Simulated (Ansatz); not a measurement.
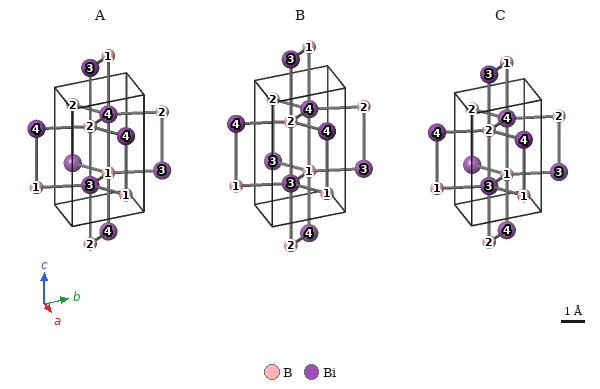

3 geometries from one relaxation of solid BiB (built on the h-MgO (five-fold) type), in shuffled order. A ball-and-stick model of the cell of the calculation, seen slightly off an axis.

All numbers below come from DFT, PBE, plane waves, PAW in Ansatz. Set-up: plane-wave cutoff 420 eV; k-point mesh 6 × 6 × 6; occupations fermi dirac; smearing width 0.02 eV; no spin polarisation; cell and atoms relaxed; force threshold 0.005 eV/Å.

Q: Order the frames from highest to lowest energy.

A: C, A, B. They are steps 0, 1, 10, at +214 meV per atom, +42.0 meV per atom relative to the last. The atoms keep their places relative to the cell (all moves are under 0.005 Å). The drawn cell changes as follows: a = b 4.012 → 4.198 Å (+4.6 %), c 5.014 → 5.567 Å (+11.0 %); the volume changes by +21.6 %. Some distances before and after: B1–Bi4 2.507 → 2.784 Å, B1–Bi3 2.316 → 2.424 Å. The space group stays P6_3/mmc (No. 194). After 8 accepted moves (10 points after the start) the energy has fallen by 214 meV per atom. All forces vanish by symmetry, so only the cell relaxes. Pressure: 20.86 GPa at the start and 0.02 GPa at the end. At 2 points the geometry stayed and the basis and grid were re-selected for the new cell (energy shift of 3.7 meV per atom at most each time).
